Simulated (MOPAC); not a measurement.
Run report: C3H5ClSi, single-point calculation

C3H5ClSi, computed with PM6-D3H4X, closed shell, dispersion D3H4X, COSMO solvent thf (MOPAC 23.2.5).

The geometry comes from this level: GFN2-xTB.

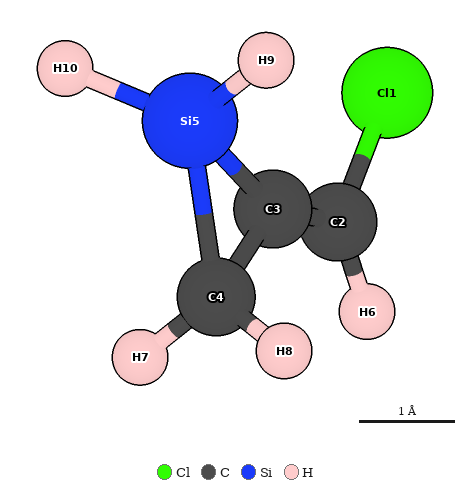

Figure 1. The input geometry (ball-and-stick view, seen at a tilt; atoms are numbered from 1 in the order of the input).

Input file (mol.mop)
```
1SCF EPS=7.43 PM6-D3H4X AUX(PRECISION=6) T=10M THREADS=1
C3H5ClSi

Cl -2.153340 1 1.302570 1 1.702000 1
C -1.368560 1 -0.088060 1 1.022330 1
C -0.322570 1 0.011220 1 0.240090 1
C 0.578910 1 -0.946630 1 -0.495410 1
Si 1.012100 1 0.893250 1 -0.701740 1
H -1.842540 1 -1.013990 1 1.317870 1
H 1.174190 1 -1.599080 1 0.131080 1
H 0.108340 1 -1.504920 1 -1.295250 1
H 0.663190 1 1.534750 1 -1.955980 1
H 2.150270 1 1.410880 1 0.035010 1
```

Run as:
```bash
mopac mol.mop
```

The program's output
```
MOPAC v23.2.5
PM6-D3H4X CALCULATION RESULTS

 *  PM6-D3H4   - CORRECT DISPERSION AND HYDROGEN BOND TERMS USING THE D3H4 METHOD
 *  EPS=7.43   - USE COSMO IMPLICIT SOLVATION MODEL
 *  1SCF       - DO 1 SCF AND THEN STOP
 *  THREADS=1  - MULTI-THREADING NOT USED
 *  AUX        - OUTPUT AUXILIARY INFORMATION
1SCF EPS=7.43 PM6-D3H4X AUX(PRECISION=6) T=10M THREADS=1
 C3H5ClSi

   ATOM   CHEMICAL          X               Y               Z
  NUMBER   SYMBOL      (ANGSTROMS)     (ANGSTROMS)     (ANGSTROMS)

     1      Cl         -2.15334000  *   1.30257000  *   1.70200000  *
     2       C         -1.36856000  *  -0.08806000  *   1.02233000  *
     3       C         -0.32257000  *   0.01122000  *   0.24009000  *
     4       C          0.57891000  *  -0.94663000  *  -0.49541000  *
     5      Si          1.01210000  *   0.89325000  *  -0.70174000  *
     6       H         -1.84254000  *  -1.01399000  *   1.31787000  *
     7       H          1.17419000  *  -1.59908000  *   0.13108000  *
     8       H          0.10834000  *  -1.50492000  *  -1.29525000  *
     9       H          0.66319000  *   1.53475000  *  -1.95598000  *
    10       H          2.15027000  *   1.41088000  *   0.03501000  *

          CARTESIAN COORDINATES

    NO.       ATOM           X           Y           Z

     1        Cl         -2.1533      1.3026      1.7020
     2         C         -1.3686     -0.0881      1.0223
     3         C         -0.3226      0.0112      0.2401
     4         C          0.5789     -0.9466     -0.4954
     5        Si          1.0121      0.8932     -0.7017
     6         H         -1.8425     -1.0140      1.3179
     7         H          1.1742     -1.5991      0.1311
     8         H          0.1083     -1.5049     -1.2953
     9         H          0.6632      1.5348     -1.9560
    10         H          2.1503      1.4109      0.0350

           Empirical Formula: C3 H5 Cl Si  =    10 atoms

      MOLECULAR POINT GROUP   :   Cs

      RHF CALCULATION, NO. OF DOUBLY OCCUPIED LEVELS = 14

 -------------------------------------------------------------------------------
 1SCF EPS=7.43 PM6-D3H4X AUX(PRECISION=6) T=10M THREADS=1
 C3H5ClSi

     1SCF WAS SPECIFIED, SO BFGS WAS NOT USED
     SCF FIELD WAS ACHIEVED

                              PM6-D3H4X CALCULATION

          FINAL HEAT OF FORMATION =         31.78688 KCAL/MOL =     132.99631 KJ/MOL
          VAN DER WAALS AREA      =        140.74 SQUARE ANGSTROMS

          DIELECTRIC ENERGY       =         -0.12683 EV
          COSMO AREA              =        140.74 SQUARE ANGSTROMS
          COSMO VOLUME            =        133.65 CUBIC ANGSTROMS

          IONIZATION POTENTIAL    =          9.373863 EV
          HOMO LUMO ENERGIES (EV) =         -9.374 -0.179
          NO. OF FILLED LEVELS    =         14
          MOLECULAR WEIGHT        =        104.6110         POINT GROUP:  Cs

          MOLECULAR DIMENSIONS (Angstroms)

            Atom       Atom       Distance
            H     9    H     6     4.84694
           Cl     1    H     7     4.51482
            H     8    H    10     3.14462

          SCF CALCULATIONS        =          2

          WALL-CLOCK TIME         =      0.023 SECONDS
          COMPUTATION TIME        =      0.026 SECONDS

   ATOM   CHEMICAL          X               Y               Z
  NUMBER   SYMBOL      (ANGSTROMS)     (ANGSTROMS)     (ANGSTROMS)

     1      Cl         -2.15334000  *   1.30257000  *   1.70200000  *
     2       C         -1.36856000  *  -0.08806000  *   1.02233000  *
     3       C         -0.32257000  *   0.01122000  *   0.24009000  *
     4       C          0.57891000  *  -0.94663000  *  -0.49541000  *
     5      Si          1.01210000  *   0.89325000  *  -0.70174000  *
     6       H         -1.84254000  *  -1.01399000  *   1.31787000  *
     7       H          1.17419000  *  -1.59908000  *   0.13108000  *
     8       H          0.10834000  *  -1.50492000  *  -1.29525000  *
     9       H          0.66319000  *   1.53475000  *  -1.95598000  *
    10       H          2.15027000  *   1.41088000  *   0.03501000  *

                             CARTESIAN COORDINATES

   1   Cl       -2.153340000     1.302570000     1.702000000
   2    C       -1.368560000    -0.088060000     1.022330000
   3    C       -0.322570000     0.011220000     0.240090000
   4    C        0.578910000    -0.946630000    -0.495410000
   5   Si        1.012100000     0.893250000    -0.701740000
   6    H       -1.842540000    -1.013990000     1.317870000
   7    H        1.174190000    -1.599080000     0.131080000
   8    H        0.108340000    -1.504920000    -1.295250000
   9    H        0.663190000     1.534750000    -1.955980000
  10    H        2.150270000     1.410880000     0.035010000

           Empirical Formula: C3 H5 Cl Si  =    10 atoms

      MOLECULAR POINT GROUP   :   Cs

                  EIGENVALUES
 -28.10868 -26.51250 -23.70991 -18.93048 -17.25628 -15.39491 -14.55854 -14.15187
 -12.32439 -11.79868 -11.00749 -10.49705  -9.67582  -9.37386  -0.17942   0.38128
   0.44169   0.67956   1.21472   1.44173   2.40794   3.37906   3.39681   4.47361
   4.51995   4.96779   5.83065   5.93480   6.34202   7.02716  89.13188  89.14925
  89.19391  89.54069  89.54296

              NET ATOMIC CHARGES AND DIPOLE CONTRIBUTIONS

  ATOM NO.   TYPE          CHARGE      No. of ELECS.   s-Pop       p-Pop       d-Pop
    1         Cl          -0.164654        7.1647     1.98841     5.17016     0.00608
    2          C          -0.104975        4.1050     1.11790     2.98707
    3          C          -0.218155        4.2182     1.11894     3.09922
    4          C          -0.585848        4.5858     1.08443     3.50141
    5         Si           0.477336        3.5227     1.17347     1.75576     0.59344
    6          H           0.174715        0.8253     0.82529
    7          H           0.185030        0.8150     0.81497
    8          H           0.184575        0.8154     0.81542
    9          H           0.025551        0.9744     0.97445
   10          H           0.026425        0.9736     0.97357
 DIPOLE           X         Y         Z       TOTAL
 POINT-CHG.     3.370     0.475    -2.489     4.217
 HYBRID        -0.563    -0.540     0.376     0.866
 SUM            2.807    -0.065    -2.113     3.514

          ATOMIC ORBITAL ELECTRON POPULATIONS

     Atom    s        px        py        pz      x^2-y^2     xz        z^2       yz        xy
    1 Cl   1.98841   1.81403   1.50522   1.85091   0.00147   0.00083   0.00073   0.00137   0.00168
    2  C   1.11790   1.02281   0.92510   1.03916
    3  C   1.11894   0.96110   1.19272   0.94539
    4  C   1.08443   1.17130   1.17251   1.15761
    5 Si   1.17347   0.58671   0.51668   0.65236   0.17306   0.12726   0.09788   0.11790   0.07734
    6  H   0.82529
    7  H   0.81497
    8  H   0.81542
    9  H   0.97445
   10  H   0.97357

 *                    *
 * JOB ENDED NORMALLY *
 *                    *

 TOTAL JOB TIME:             0.04 SECONDS

 == MOPAC DONE ==
```

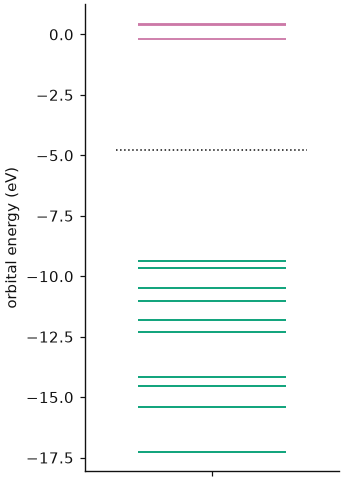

Figure 2. Orbital energies near the frontier; the dotted line parts filled from empty levels, and levels within 0.02 eV of each other stand side by side. Highest filled −9.37 eV, lowest empty −0.18 eV, 9.19 eV apart.

Key numbers

| quantity | value |
| --- | --- |
| outcome | converged |
| heat of formation | 31.79 kcal/mol |
| basis functions | 35 |
| HOMO | −9.37 eV |
| LUMO | −0.18 eV |
| dipole moment | 3.51 D |
| hardware | 1 thread of Arm Neoverse N1, 98 GiB of memory available, shared host |
| peak memory | 0.073 GiB |

Notes

MOPAC's energies along a path are heats of formation.
